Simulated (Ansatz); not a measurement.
**Quasiparticle gap of AlN (P6_3mc)**

Aim: the quasiparticle gap of AlN (P6_3mc), starting from PBE.

Method: PBE, then G0W0 on it, plane waves, PAW, in Ansatz 0.2.0.

The database entry behind the starting cell differs from later determinations by our own check (inner coordinate u about 0.002 short), so it need not match the best structure at ambient conditions.

## Step 1: The starting structure

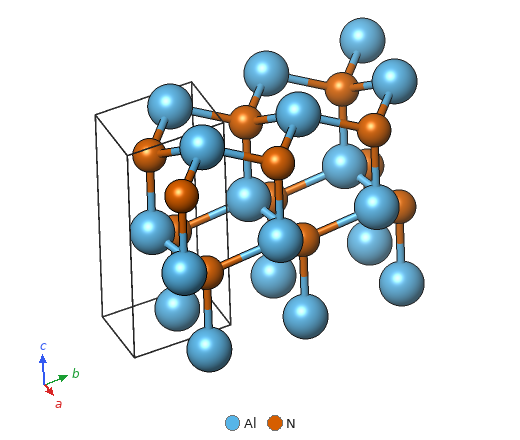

The starting structure, seen slightly off an axis (aluminium blue, nitrogen orange). 2×3×1 cells are drawn. Some periodic images of atoms are drawn too.

As a file:

```cif
data_structure
_symmetry_space_group_name_H-M 'P 1'
_symmetry_Int_Tables_number 1
_cell_length_a 3.1130
_cell_length_b 3.1130
_cell_length_c 4.9810
_cell_angle_alpha 90.000
_cell_angle_beta 90.000
_cell_angle_gamma 120.000
_cell_volume 41.80
loop_
_atom_site_label
_atom_site_type_symbol
_atom_site_fract_x
_atom_site_fract_y
_atom_site_fract_z
_atom_site_occupancy
Al1 Al 0.33333 0.66667 0.00000 1
Al2 Al 0.66667 0.33333 0.50000 1
N3 N 0.33333 0.66667 0.38000 1
N4 N 0.66667 0.33333 0.88000 1
```

The cell and positions come from the Crystallography Open Database and are kept as given unless a step says otherwise.

## Step 2: Bands along the symmetry lines

Levels along a band path and on the mesh show where this functional puts the band edges.

This step: DFT, PBE, plane waves, PAW; PAW set soft_1.

Contents of input.yaml:

```yaml
crystal:
  lattice:
    - [3.113, 0.0, 0.0]
    - [-1.5565, 2.695937082, 0.0]
    - [0.0, 0.0, 4.981]
  atoms:
    - { symbol: Al, position: [0.3333333333, 0.6666666667, 0.0] }
    - { symbol: Al, position: [0.6666666667, 0.3333333333, 0.5] }
    - { symbol: "N", position: [0.3333333333, 0.6666666667, 0.38] }
    - { symbol: "N", position: [0.6666666667, 0.3333333333, 0.88] }
kpoints:
  mp_grid: { grid: [12, 12, 6] }
  band_path:
    path:
      - [[0.0, 0.0, 0.0], [0.5, 0.0, 0.0], [0.33333333, 0.33333333, 0.0], [0.0, 0.0, 0.0], [0.0, 0.0, 0.5], [0.5, 0.0, 0.5], [0.33333333, 0.33333333, 0.5], [0.0, 0.0, 0.5]]
      - [[0.5, 0.0, 0.5], [0.5, 0.0, 0.0]]
      - [[0.33333333, 0.33333333, 0.5], [0.33333333, 0.33333333, 0.0]]
    npoints: 10
hamiltonian:
  xc: pbe
  pseudopotentials: { kind: paw, azcp: { folder: soft_1 } }
scf:
  occupations: { method: fermi_dirac, width: 0.02 }
  n_extra_bands: 5
output:
  eigenvalues: true
  write_density: true
  write_potential: true
  elf: true
  volumetric_format: npy
```

Command:

```
$ ansatz run input.yaml --threads 3 --pin off --max-ram 92160MiB --backend cuda --events-out ev --progress --plain --runs-dir out --devices 1 --max-vram 13GiB
```

Numbers of over 12 decimals in the logs are rounded to 6 here.

Log:

```text
scf.n_extra_bands = 5 over 8 filled bands (N_el = 16.0): the run solves 13 bands
GPUs: using 1 of 1 available (devices: 1).
Engine: ansatz 0.2.0, x86_64-unknown-linux-gnu
Pseudopotentials: kind: paw
Pseudopotential: Al, paw, valence charge 3, recommended cutoff 420 eV (normal), soft_1/Al.paw.azcp
Pseudopotential: N, paw, valence charge 5, recommended cutoff 420 eV (normal), soft_1/N.paw.azcp
Functional definition: PBE
  parameter kappa = 0.804
  parameter beta = 0.066725
  exchange = pbe_x(kappa = kappa, mu = beta*pi^2/3)
  correlation = pbe_c(beta = beta)
device memory: the entry about to start is reckoned to put 1.8 GiB on a device that reports 52.7 GiB free (of which the cap on the GPU budget leaves the run 13.0 GiB)
GPU FFT provider: cuFFT
GPU libraries: cuBLAS 13.8.2, cuFFT 12.4.0, cuSOLVER 12.3.4
Crystal: 4 atoms, lattice volume = 41.803 Å³
Basis set: ecut = 420 eV, 809 PW (Γ)
Bands: 13, of which v1, the nominal top of the filled ones, is band 8 counted from 1 (7 counted from 0)
Symmetry: 12 space group operations
Space group: P63mc (ITA 186), of the structure as read, at distance tolerance 3.5e-5 Å
k-points: 76 of 864 (time reversal used)
Non-local potential: Al, projectors of the file, l = 0: 2, l = 1: 2, l = 2: 1
Non-local potential: N, projectors of the file, l = 0: 2, l = 1: 2, l = 2: 1
PAW form: soft (Blöchl's): semilocal exchange-correlation on the pseudo side does not see the compensation charge
PAW one-centre angular grid: Al, 110 points (default); XC on 64 Gauss nodes
PAW one-centre angular grid: N, 110 points (default); XC on 64 Gauss nodes
Initial density: superposition of atomic densities (chi_scale 0.1, normalization cell, long waves kept (reshape's long-wave potential 0.00 eV rms))
Initial wavefunctions: pseudopotential atomic-orbital guess
GPU buffer pool allocated for 20736 grid points (all kernels)
GPU transforms: local potential and band sums: pruned to the plane-wave sphere, on 24×24×36
Functional: x = pbe(κ = 0.804, μ = 0.219515), c = pbe(β = 0.066725)
SCF iter   1: F=—  HF=-1851.407465 eV  |F-HF|=—  |Δ(HF+E_count)|=         —  Δρ=1.39e-1  dr2=9.84e0  ethr=3.10e-3  ⟨swp⟩=5.4  Hψ=6031  notcnv=0
preconditioner: auto → none  [insulator: Δε(μ)=5.473 eV  Ē_g=14.938 eV  σ=0.020 eV  W_gap=1.00  n_scr=2 (ndim 8)  ℏωp=23.0 eV  f_vac=0.000  D(μ)=0.00/eV (n_scr^D=0)  ε∞_Penn≈3.4]
SCF iter   2: F=—  HF=-1848.635970 eV  |F-HF|=—  |Δ(HF+E_count)|=    2.77e0  Δρ=3.71e-2  dr2=5.29e-1  ethr=3.10e-3  ⟨swp⟩=2.9  Hψ=2684  notcnv=0  defer=76
SCF iter   3: F=—  HF=-1848.513807 eV  |F-HF|=—  |Δ(HF+E_count)|=   1.22e-1  Δρ=1.25e-2  dr2=3.90e-2  ethr=3.10e-3  ⟨swp⟩=1.7  Hψ=1619  notcnv=0  defer=76
SCF iter   4: F=—  HF=-1848.509472 eV  |F-HF|=—  |Δ(HF+E_count)|=   4.34e-3  Δρ=4.77e-4  dr2=3.95e-5  ethr=2.44e-4  ⟨swp⟩=2.2  Hψ=1301  notcnv=0  defer=76
SCF iter   5: F=—  HF=-1848.509524 eV  |F-HF|=—  |Δ(HF+E_count)|=   5.21e-5  Δρ=6.59e-5  dr2=5.04e-7  ethr=2.47e-7  ⟨swp⟩=2.2  Hψ=1555  notcnv=0  defer=76
SCF iter   6: F=-1848.509524 eV  HF=-1848.509524 eV  |F-HF|=5.26e-9  |Δ(HF+E_count)|=   5.05e-7  Δρ=5.25e-6  dr2=7.48e-9  ethr=6.25e-10  ⟨swp⟩=7.0  Hψ=4945  notcnv=0
SCF 1 converged in 6 iterations: F = -1848.509524 eV  dr2 = 7.48e-9
  greatest PAW one-centre occupation: 0.789 electrons in one spin orbital (limit 2), on the N atom at site 3 (counted from 0), in its partial waves of l = 0
device memory: the entry about to start is reckoned to put 1.2 GiB on a device that reports 52.6 GiB free (of which the cap on the GPU budget leaves the run 13.0 GiB)
NSCF: frozen V_eff on 93 k-points, pencils in batches of 32, up to order 60
SCF converged after 6 iterations
Free energy (F): -1848.509524 eV
Harris-Foulkes:  -1848.509524 eV  (|F-HF|=5.26e-9)
Internal energy: -1848.509524 eV  (E = F + TS)
E sigma→0 (E₀):  -1848.509524 eV
Fermi energy:    9.225243 eV
--- Per-component energies (eV) ---
  E_band       = 30.277814
  E_kinetic    = 313.402400
  E_local      = -420.938915  (includes V_loc(G=0)·N_el)
  E_nonlocal   = 89.112797
  E_hartree    = 155.474996
  E_xc         = -198.150829
  E_vxc        = -214.039725  (∫ρ·V_xc dr)
  E_paw        = -1195.748484  (= ΣΔE_a)
  E_vpaw       = -48.208802  (= ΣTr[D̂ρ^β])
  E_aug_tail   = 0.001782  (compensation charges beyond the density's cutoff)
  E_ewald      = -591.663270
  E_smearing   = -0.000000  (= −TS)
  E_closure    = -0.000000  (closes the sum)
  Σ components = -1848.509524   (vs F -1848.509524, Δ=0.00e0)
--- Band table (eV; the first three rows and the last of 76) ---
  k-point 0: bands = [... 4 lower, 6.2838, 6.9322, 6.9322, 7.1117, 11.3254, 13.7809, 17.7266, 18.2820, ... 1 higher]
  k-point 1: bands = [... 4 lower, 6.3250, 6.5133, 6.8862, 6.8862, 11.8171, 13.8474, 17.5535, 18.2490, ... 1 higher]
  k-point 2: bands = [... 4 lower, 6.4388, 6.4388, 6.7628, 6.7628, 12.7683, 13.9055, 17.2818, 18.2961, ... 1 higher]
  k-point 75: bands = [... 4 lower, 3.2955, 3.2955, 6.3350, 6.3350, 14.5440, 14.5440, 14.9797, 14.9797, ... 1 higher]
```

Run time: 7.8 s. Hardware: 1 × NVIDIA H100 80GB HBM3 (shared by 6 runs) with 3 threads of AMD EPYC 7R13 (Zen 3), shared host; peak memory 0.89 GiB; 10 s of CPU time.

Numbers from this step:

```
filled bands         : 8
gap                  : 4.214 eV
valence top at       : Γ
conduction bottom at : Γ
least direct gap     : 4.214 eV
```

Over mesh and path the gap is 4.214 eV, direct, at k = Γ.

The electronic bands at the labelled points (eV, zero at the top of the highest nominally filled band; v1 is the highest filled band, c1 the lowest empty one):

| point | v4 | v3 | v2 | v1 | c1 | c2 | c3 | c4 |
| --- | --- | --- | --- | --- | --- | --- | --- | --- |
| Γ | -0.83 | -0.18 | -0.18 | 0.00 | 4.21 | 6.67 | 10.61 | 11.17 |
| M | -3.32 | -2.05 | -1.76 | -0.65 | 5.82 | 5.83 | 8.21 | 10.30 |
| K | -3.75 | -2.41 | -2.36 | -2.36 | 5.07 | 8.37 | 9.69 | 9.69 |
| Γ | -0.83 | -0.18 | -0.18 | 0.00 | 4.21 | 6.67 | 10.61 | 11.17 |
| A | -0.51 | -0.51 | -0.51 | -0.51 | 6.47 | 6.47 | 10.35 | 10.35 |
| L | -1.43 | -1.43 | -1.35 | -1.35 | 5.33 | 5.33 | 9.29 | 9.29 |
| H | -3.82 | -3.82 | -0.78 | -0.78 | 7.43 | 7.43 | 7.87 | 7.87 |
| A | -0.51 | -0.51 | -0.51 | -0.51 | 6.47 | 6.47 | 10.35 | 10.35 |
| jump to L | -1.43 | -1.43 | -1.35 | -1.35 | 5.33 | 5.33 | 9.29 | 9.29 |
| M | -3.32 | -2.05 | -1.76 | -0.65 | 5.82 | 5.83 | 8.21 | 10.30 |
| jump to H | -3.82 | -3.82 | -0.78 | -0.78 | 7.43 | 7.43 | 7.87 | 7.87 |
| K | -3.75 | -2.41 | -2.36 | -2.36 | 5.07 | 8.37 | 9.69 | 9.69 |

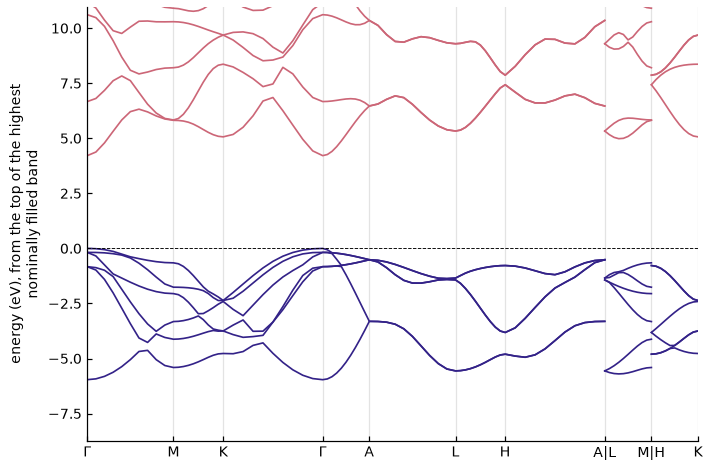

Electronic bands along the path; lines of filled and empty bands in two colours.

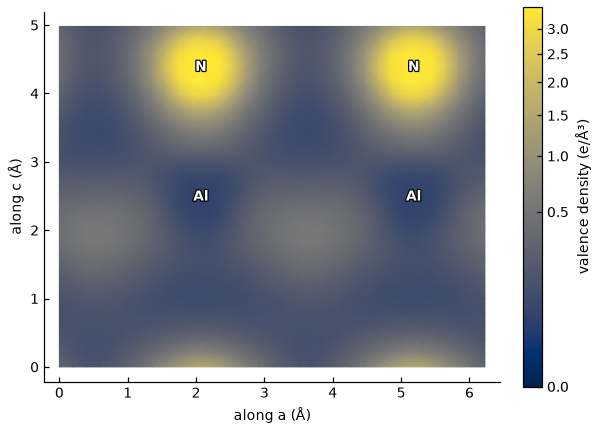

Valence density in the ac plane at fractional y = 0.333, with atoms of Al and N within 0.2 Å of it. It is the smooth field of the valence electrons, not physical close to the nuclei. The colour scale is stretched toward low values.

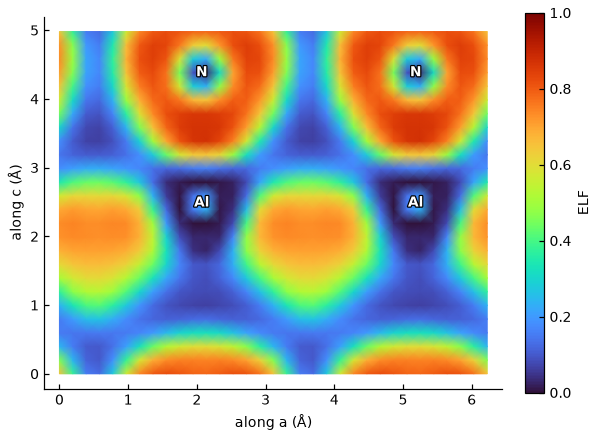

ELF in the ac plane at fractional y = 0.333, with atoms of Al and N within 0.2 Å of it. It is the smooth field of the valence electrons, not physical close to the nuclei.

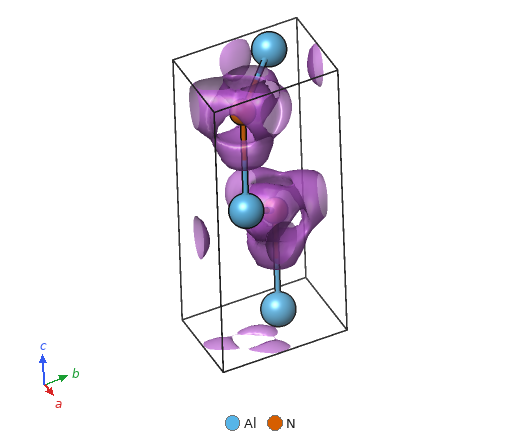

Surface of ELF = 0.81.

(Continued in part 2 of 2.)

[Paths, hosts, dates, memory and timing lines, banners, echoed tables and standing remarks are left out of the program output.]

[Logs are printed without paths, hosts, clocks, repeated set-up lines and the standing remarks that a program may print on its own settings, such as how far it seeks lower states.]

[Runs of the session that timed out or met a known fault of the program may be left out.]

[Cells called generated may have been cut or substituted from an entry of the Crystallography Open Database or the Materials Project.]

[Hosts, paths, dates, database ids (printed as entryN), source tags and the programs' standing remarks are cut or masked in the printed files.]

[Where an RPA ε∞ is given, it is that of the G0W0 mesh and is not shown converged in it. Names of k-points follow the symmetry that the program found, which can be lower than the space group named. Band edges on a path are those of the sampled points; other points can move an edge, and change direct to indirect where valleys lie close.]

[Hybrid gaps are those of their k-mesh and are not shown converged in it.]
